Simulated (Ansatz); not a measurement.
BNS

```yaml
atoms:
  - { symbol: B, position_ang: [0.0000, 0.0000, -0.1080] }
  - { symbol: N, position_ang: [0.0000, 0.0000, -1.4405] }
  - { symbol: S, position_ang: [0.0000, 0.0000, 1.5485] }
```

Geometry: PBE0-D4/def2-TZVP.

Computed with isolated molecule in a Gaussian basis; Kohn-Sham density functional theory, functional PBE0 (Ansatz 0.2.0).

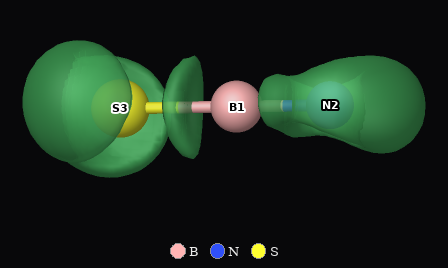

Figure 1. Isosurface of the electron localisation function at 0.85 (green), seen from one side. Only the valence region is drawn (cores and ρ < 0.01 e/Å³ removed).

Identify the bonds, lone pairs and shells in this picture.

Answer. The surface consists of one region between bonded B–S atoms (shared pairs), one region on N in which the atom's valence shell and bonds are merged and one ring or bowl of non-bonding electrons around S. Along the contacts the grid gives the following. B–N (1.33 Å): the ELF peaks at about 0.95 between the atoms (a short, strongly polar bond). B–S (1.66 Å): the ELF peaks at about 0.90 between the atoms; a covalent bond.

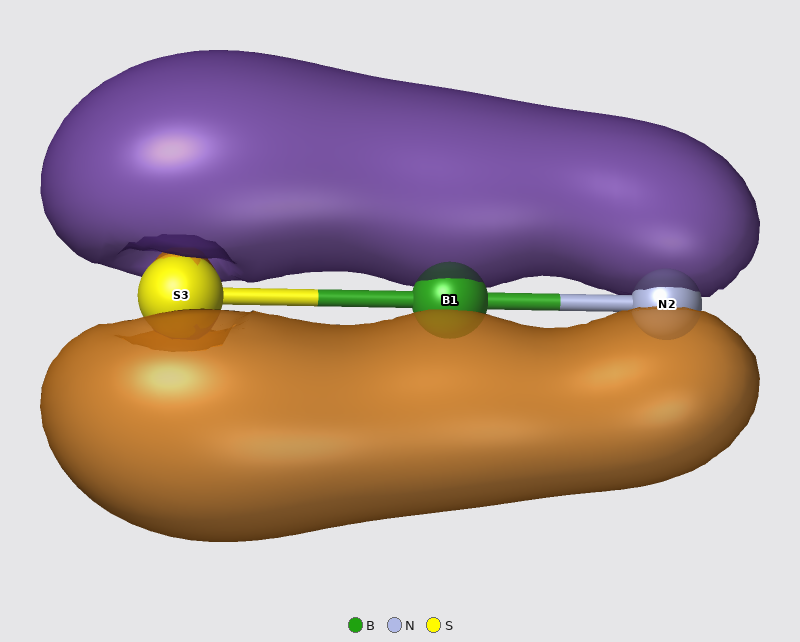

Figure 2. The HOMO−1 at ±0.15 Å⁻³ᐟ² (orange and purple are the two phases), seen from one side.

What is the character of this orbital?

Answer. It lies mainly on S3 (about 50 %), B1 (about 30 %) and N2 (about 20 %); π-bonding across S3–B1. It is one of a degenerate set, so its orientation is arbitrary. Its energy is −9.88 eV.
